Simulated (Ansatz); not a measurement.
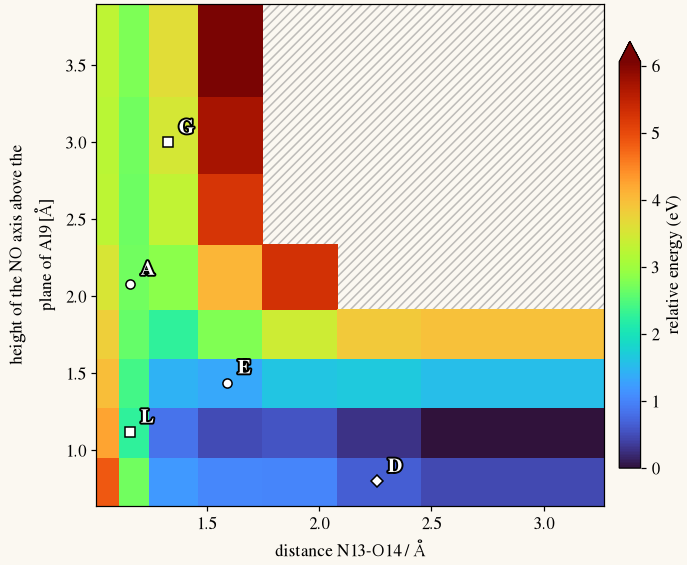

NO on an Al(100) slab cut from the Fm-3m phase, its upper half relaxed before the scan (12 atoms of substrate and one adsorbate in a 2 × 2 cell). NO lies flat over one site of a rigid substrate while its bond length and height are varied; it sits over a hollow of the top layer over the deeper atom Al8, heights counted from the top plane, its axis along the first surface vector. The first coordinate is: distance N13-O14; the second: height of the NO axis above the plane of Al9. Grid: 8 × 8 points. At 15 points there is no value (left out: too close to the surface, or the stretched molecule far from it). Points are written as (first, second). All energies are given in eV relative to the lowest grid point. Energies and slopes of some neighbouring points disagree (a jump in structure or state, or too coarse a mesh). The calculation used DFT PBE, scalar-relativistic, plane waves, PAW in Ansatz 0.2.0. Settings: cutoff 420 eV, k-mesh 5×5×1, gaussian smearing 0.1 eV, spin-polarised.

In the figure: one coloured cell a grid point, one colour for all values above the top of the scale, hatched blanks where no value was computed, lettered points.

**Is L the lowest point of the computed grid?**

No. L lies 2.27 eV above the lowest grid point, which is at (3.060 Å, 1.12 Å).

**Rank the lettered points by energy, lowest first.**

D (0.64 eV), E (1.34 eV), L (2.27 eV), A (2.68 eV), G (3.49 eV).
